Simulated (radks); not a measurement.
# Polarisabilities and dispersion coefficients of Ni, Cu⁺, Zn²⁺ and others

Aim: static dipole polarisabilities and C6 coefficients, each species in its NIST ground configuration. After each ground state the linear response is solved; its values go to the run's result record, not to the log. Response by self-consistent Sternheimer equations with the Hartree and adiabatic LDA kernel.

The numbers are computed with radks (a radial shooting solver on a logarithmic mesh, Libxc functionals) version 1 (non-relativistic Kohn-Sham, PBE, spin-polarised, spherical densities, point nucleus; open shells are filled with parallel spins first), except any that are marked as measured or tabulated.

### 1 The atom as given

```
species : Ni ([Ar] 3d8 4s2), Cu⁺ ([Ar] 3d10), Zn²⁺ ([Ar] 3d10), Ga³⁺ ([Ar] 3d10), Ge⁴⁺ ([Ar] 3d10), As⁵⁺ ([Ar] 3d10), Se⁶⁺ ([Ar] 3d10), Br⁷⁺ ([Ar] 3d10), Kr⁸⁺ ([Ar] 3d10)
```

### 2 Ni, [Ar] 3d8 4s2

Input:

```text
Z 28
configuration [Ar] 3d8 4s2
relativity non-relativistic
functional pbe,pbe
spin polarised
nucleus point
response adiabatic LDA kernel
```

### 3 Cu⁺, [Ar] 3d10

Input:

```text
Z 29
configuration [Ar] 3d10
relativity non-relativistic
functional pbe,pbe
spin polarised
nucleus point
response adiabatic LDA kernel
```

### 4 Zn²⁺, [Ar] 3d10

Input: that of step 3 with these lines changed.

```diff
@@ -1,2 +1,2 @@
-Z 29
+Z 30
 configuration [Ar] 3d10
```

### 5 Ga³⁺, [Ar] 3d10

Input: that of step 4 with these lines changed.

```diff
@@ -1,2 +1,2 @@
-Z 30
+Z 31
 configuration [Ar] 3d10
```

### 6 Ge⁴⁺, [Ar] 3d10

Input: that of step 5 with these lines changed.

```diff
@@ -1,2 +1,2 @@
-Z 31
+Z 32
 configuration [Ar] 3d10
```

### 7 As⁵⁺, [Ar] 3d10

Input: that of step 6 with these lines changed.

```diff
@@ -1,2 +1,2 @@
-Z 32
+Z 33
 configuration [Ar] 3d10
```

### 8 Se⁶⁺, [Ar] 3d10

Input: that of step 7 with these lines changed.

```diff
@@ -1,2 +1,2 @@
-Z 33
+Z 34
 configuration [Ar] 3d10
```

### 9 Br⁷⁺, [Ar] 3d10

Input: that of step 8 with these lines changed.

```diff
@@ -1,2 +1,2 @@
-Z 34
+Z 35
 configuration [Ar] 3d10
```

### 10 Kr⁸⁺, [Ar] 3d10

Input: that of step 9 with these lines changed.

```diff
@@ -1,2 +1,2 @@
-Z 35
+Z 36
 configuration [Ar] 3d10
```

**Question.** What will these runs give? Wanted: for each run, species; −ε(HOMO); α; α uncoupled; C6; C8; recommended α.

As calculated:

| species | −ε(HOMO) (eV) | α (bohr³) | α uncoupled (bohr³) | C6 (hartree bohr⁶) | C8 (hartree bohr⁸) | recommended α (bohr³) |
| --- | --- | --- | --- | --- | --- | --- |
| Ni | 5.352 | 48.43 | 87.07 | 389.9 | - | 49 |
| Cu⁺ | 13.752 | 8.193 | 11.03 | 27.69 | 610.2 | - |
| Zn²⁺ | 31.081 | 2.949 | 3.730 | 7.891 | 97.40 | - |
| Ga³⁺ | 52.852 | 1.459 | 1.787 | 3.248 | 27.70 | - |
| Ge⁴⁺ | 78.549 | 0.8531 | 1.025 | 1.624 | 10.57 | - |
| As⁵⁺ | 107.89 | 0.5523 | 0.6545 | 0.9154 | 4.806 | - |
| Se⁶⁺ | 140.70 | 0.3827 | 0.4491 | 0.5595 | 2.455 | - |
| Br⁷⁺ | 176.89 | 0.2783 | 0.3240 | 0.3626 | 1.361 | - |
| Kr⁸⁺ | 216.36 | 0.2097 | 0.2426 | 0.2456 | 0.8028 | - |

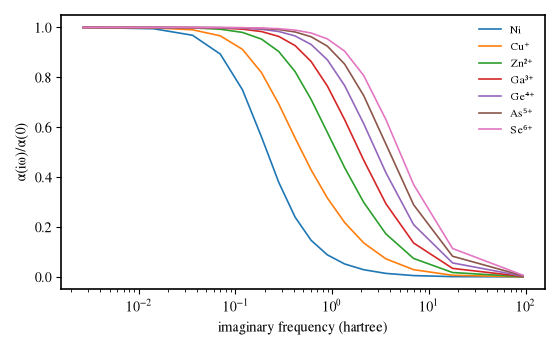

Polarisability at imaginary frequency, each scaled by its static value.

In words: Uncoupled leaves out the potential induced by the response; C6 and C8 are for like pairs. Ni is the most polarisable and Kr⁸⁺ the least, a factor 231 apart. For the pair Ni–Kr⁸⁺ the Casimir-Polder integral gives C6 = 4.016, the rule 2·Ca·Cb/(Ca·αb/αa + Cb·αa/αb) on the like-pair values 3.280. Against the recommended values (Schwerdtfeger and Nagle, 2023 table) the misses are Ni -1 %. C8 is given only where no p, d or f shell is open. For heavy and open-shell atoms this level can miss by tens of per cent.
